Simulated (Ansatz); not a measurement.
C₂H₄NSi (doublet)

The calculation's input:

```
crystal:
  periodic: [false, false, false]
  atoms:
    - {symbol: C, position_ang: [-0.643027, 0.918637, -0.357917]}
    - {symbol: Si, position_ang: [0.065082, -0.284541, 0.876527]}
    - {symbol: C, position_ang: [1.492298, -1.183551, 0.146478]}
    - {symbol: N, position_ang: [2.438949, -1.698541, -0.269068]}
    - {symbol: H, position_ang: [0.121526, 1.623692, -0.687981]}
    - {symbol: H, position_ang: [-1.464686, 1.480738, 0.089821]}
    - {symbol: H, position_ang: [-1.022669, 0.384143, -1.233230]}
    - {symbol: H, position_ang: [-0.895272, -1.297578, 1.379470]}
basis:
  gaussian: {orbitals: def2-TZVPP}
magnetization: {spin_polarized: true, initial_magnetization: 1}
hamiltonian: {xc: pbe0, dispersion: d4}
output: {orbitals: {seedname: orbitals}}
```

Command:

```sh
ansatz run in.yaml --threads 2 --pin off --events-out ev --progress --plain --max-ram 20480MiB --backend cpu
```

Geometry: PBE0-D4/def2-TZVP.

Level of theory: UKS PBE0-D4/def2-TZVPP in Ansatz 0.2.0.

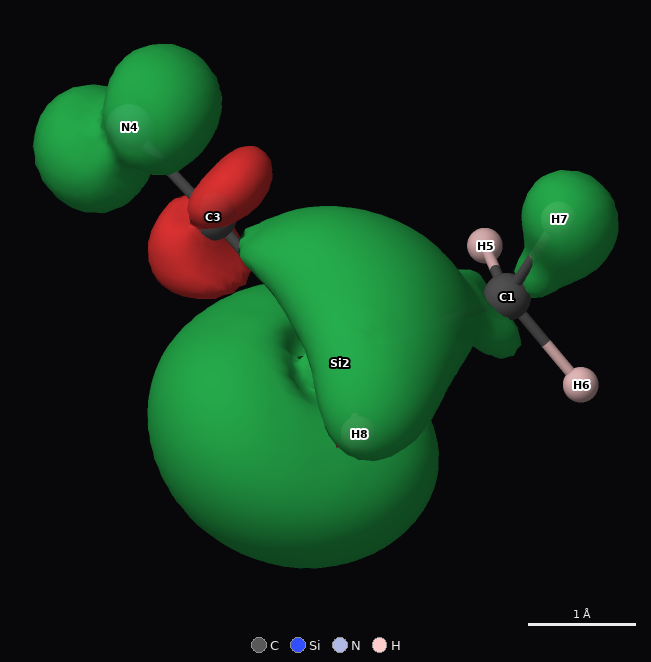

Figure 1. Isosurfaces of the spin density at +0.015 (green) and −0.015 e/Å³ (red), seen at an oblique angle.

**Describe the spin distribution.**

The unpaired spin (1 electron) lies mostly on Si2 (about 0.8) and N4 (about 0.1), in electrons by Hirshfeld's partition.

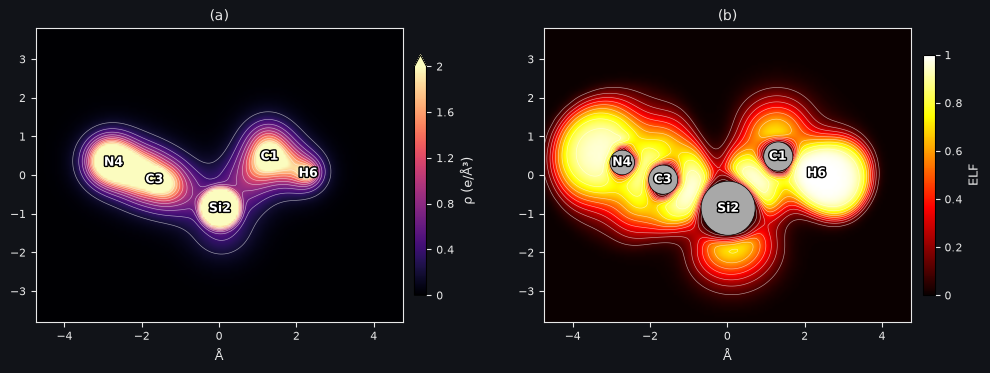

Figure 2. (a) total electron density; (b) electron localisation function on the plane of atoms Si2, C1 and H6. Grey discs cover the atomic cores in the ELF map.

**Describe what can be read from this map.**

- The plane passes through C, Si, N and H nuclei.
- C–N (1.16 Å): the density is about 3.7 e/Å³ at the midpoint; the ELF peaks at about 0.85 between the atoms (a multiple bond).
- C–Si (1.84 Å): the density is about 0.94 e/Å³ at the midpoint; the ELF peaks at about 0.95 between the atoms; a covalent bond.
- C–H (1.09 Å): ρ is about 2 e/Å³ halfway; the ELF climbs to about 1 towards the hydrogen, as it does in any bond to H (a covalent bond by its length).
- The ELF also peaks beside N4, away from the bonds: non-bonding electrons, paired or unpaired.

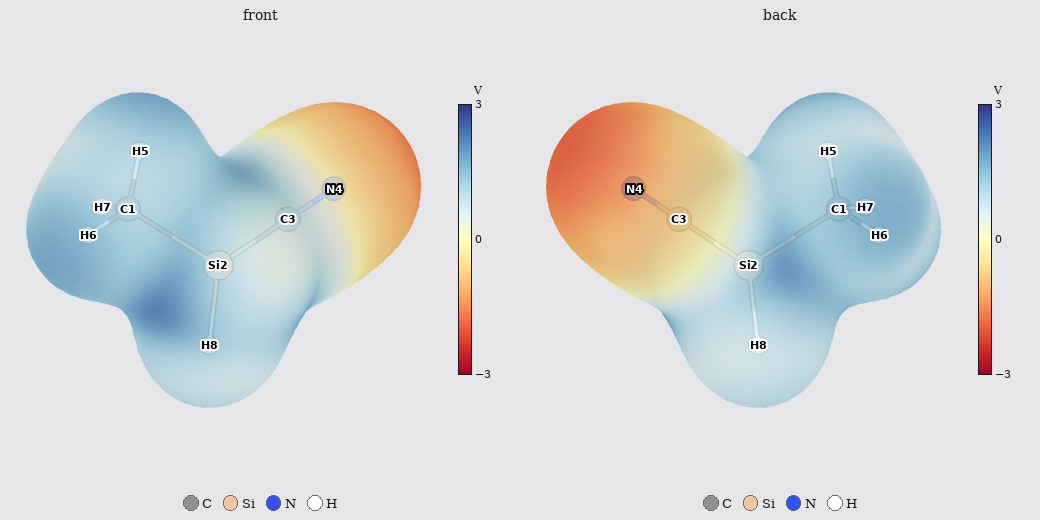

Figure 3. The electrostatic potential painted on the density surface at 0.004 e/bohr³, seen from the front and from behind; the colour scale runs from red (negative) to blue (positive).

**Describe the electrostatic potential map.**

The most negative region (about −2.0 V) lies over N4, the most positive (about +2.2 V) over Si2. N4 is the likeliest acceptor of a hydrogen bond.

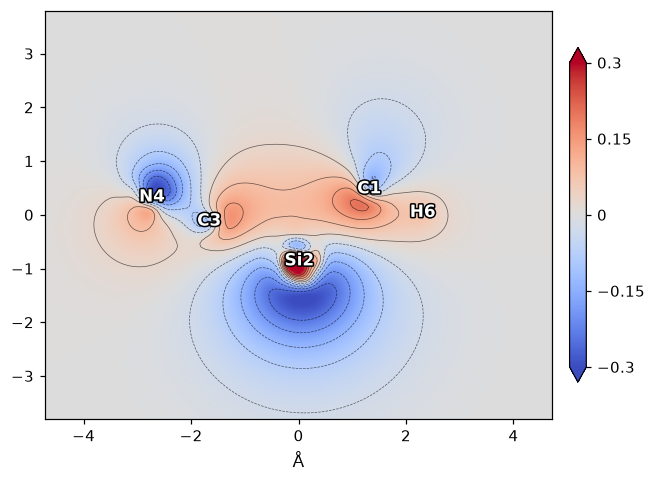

Figure 4. One frontier orbital on the plane of atoms C1, Si2 and C3 (values in Å⁻³ᐟ²; the overall sign is arbitrary).

**Which orbital is it: HOMO (β) or LUMO (β)?**

The LUMO (β), at −3.03 eV. By Hirshfeld shares it lies mainly on Si2 (about 65 %), N4 (about 10 %) and C3 (about 10 %).
